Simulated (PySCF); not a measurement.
C3H9Sb, SMILES `C[Sb](C)C`.

Computed with PySCF, B3LYP/def2-TZVP, geometry: GFN2-xTB. Core potentials replace the inner electrons of Sb; spin–orbit coupling isn't included. No frequency check shows the geometry to be a minimum. GFN2-xTB bond lengths at metals and heavier atoms can be off by up to 0.1 Å and shapes distorted, which carries into these values.

The calculation's input:

```python
import numpy as np
from pyscf import gto, scf, dft
from pyscf.scf import atom_ks, atom_hf
from scipy.linalg import block_diag

def solve(mol, dm0=None, hcore=None):
    mf = (dft.UKS if mol.spin else dft.RKS)(mol, xc='b3lyp')
    mf.grids.level = 3
    mf = mf.density_fit(auxbasis='def2-universal-jkfit')
    mf.conv_tol, mf.max_cycle = 1e-8, 80
    if hcore is not None:
        mf.get_hcore = lambda *args: hcore
    mf.kernel(dm0)
    if not mf.converged:
        mf = mf.newton().run(mf.mo_coeff, mf.mo_occ, max_cycle=30)
    assert mf.converged, 'SCF not converged'
    return mf

mol = gto.M(atom='''
C      0.79546    -1.63827     0.74569
Sb    -0.00105     0.00067    -0.43154
C      1.02444     1.50359     0.74946
C     -1.81418     0.13096     0.75136
H      0.69078    -1.41390     1.80173
H      1.84350    -1.78370     0.51384
H      0.25598    -2.55109     0.51970
H      0.88815     1.29425     1.80498
H      0.62418     2.48723     0.51783
H      2.08253     1.49608     0.51778
H     -1.56415     0.11057     1.80663
H     -2.33684     1.05265     0.52460
H     -2.46488    -0.70420     0.52249
''', basis='def2-tzvp', ecp={'Sb': 'def2-tzvp'}, charge=0, spin=0, verbose=4)
mf = solve(mol)
mf.analyze()
# spherically averaged free atoms, for the promolecule
atom_ks.AtomSphAverageRKS.init_guess_by_vsap = lambda self, mol=None: self.init_guess_by_minao(mol)  # core potentials
atm = atom_ks.get_atm_nrks(mol, xc='b3lyp')
pro = block_diag(*[(atm[a[0]][2] * atm[a[0]][3]) @ atm[a[0]][2].T for a in mol._atom])
np.savez('result.npz', e=mf.e_tot, c=mf.mo_coeff, occ=mf.mo_occ, eps=mf.mo_energy, pro=pro, dip=mf.dip_moment(verbose=0), s2=mf.spin_square()[0])
```

Launched as:

```sh
OMP_NUM_THREADS=1 python input.py
```

The run took 24 s on 1 thread of Intel(R) Xeon(R) Platinum 8488C (Sapphire Rapids) (shared host), peak memory 0.75 GiB.

Partitions, critical points and surface values were worked out afterwards from this run's density.

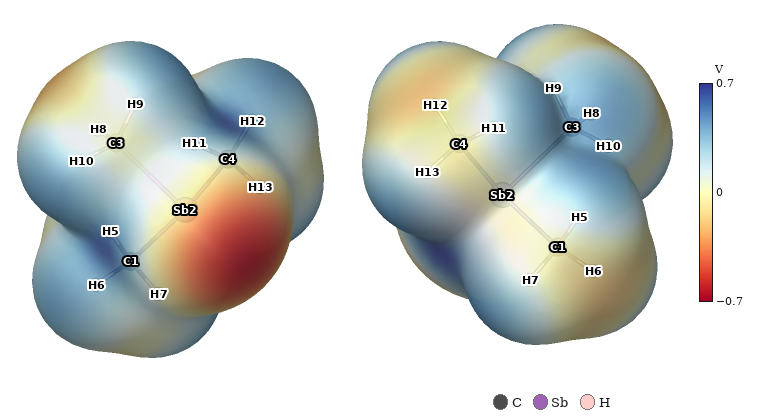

Electrostatic potential on the surface of electron density 0.001 a.u. (back view left, front view right).

> Where are the extremes of the potential on the surface?

Highest: 0.63 V, near H13 (2.14 Å), H7 (2.15 Å) and Sb2 (2.27 Å), and at like points elsewhere. Further maxima include 0.48 V, 1.4 Å from H8; 0.47 V, 1.4 Å from H12. Lowest: −0.61 V, 2.6 Å from Sb2. Further minima include −0.22 V, near H8 (1.84 Å), H10 (1.96 Å), H9 (1.98 Å) and C3 (2.00 Å), and at like points elsewhere. The surface is sampled at points, so like sites can differ by a few per cent and only the strongest of them is named.

> What volume does the surface enclose, and what is the dipole moment?

About 141 Å³; the dipole moment is 0.4 D.
